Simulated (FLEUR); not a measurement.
Band structure of YbC2 (I4/mmm, 3 atoms in the cell).

```yaml
crystal:
  lattice:
    - [-1.90793, 1.90793, 3.21379]
    - [1.90793, -1.90793, 3.21379]
    - [1.90793, 1.90793, -3.21379]
  atoms:
    - { symbol: Yb, position: [0.00000, 0.00000, 0.00000] }
    - { symbol: C, position: [0.59808, 0.59808, 0.00000] }
    - { symbol: C, position: [0.40192, 0.40192, 0.00000] }
```

Computed with LDA (Perdew-Zunger), all-electron FLAPW (FLEUR), scalar-relativistic valence run with FLEUR.

Settings: Kmax = 4.7 1/bohr; GmaxXC = 16.4 1/bohr; xcFunctional = pz; jspins = 1; l_soc = F; mode = hist; fermiSmearingEnergy = 0.00036749 Htr; mesh (inpgen div1-3) = 8 8 8; inpgen gamma flag = true; Gmax = 16.4 1/bohr; numbands = 0; maxIterBroyd = 15; imix = Anderson; alpha = 0.05.

The starting cell comes from a database of computed structures (which also holds hypothetical and non-ambient phases and stackings), without a prior relaxation at this level. Spin-orbit coupling is off. Spin polarisation is off. Values depend on the basis (sphere radii, cutoffs, local orbitals), which need not be converged.

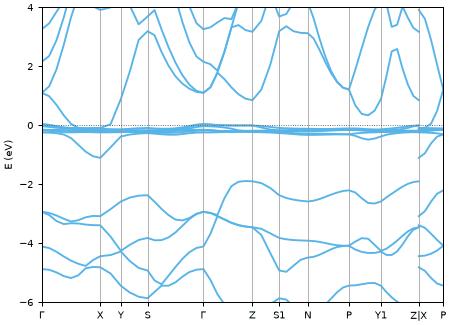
Bands along the path, energies from the Fermi level.

Levels in eV from the Fermi level, bands 13 to 20:
```tsv
point	13	14	15	16	17	18	19	20
Γ	-0.16	-0.03	0.04	0.04	1.10	1.10	2.15	3.25
X	-0.17	-0.16	-0.16	-0.12	-0.10	3.91	5.73	5.95
Y	-0.17	-0.17	-0.17	-0.14	0.89	4.22	4.95	5.29
S	-0.20	-0.18	-0.18	-0.09	3.19	3.69	4.57	5.70
Z	-0.21	-0.19	-0.01	-0.01	0.85	3.17	5.12	5.12
S1	-0.20	-0.18	-0.18	-0.09	3.19	3.69	4.57	5.70
N	-0.18	-0.17	-0.14	-0.12	3.12	4.18	4.75	5.18
P	-0.16	-0.16	-0.15	-0.11	1.21	1.21	5.85	6.16
Y1	-0.17	-0.17	-0.17	-0.14	0.89	4.22	4.95	5.29
```
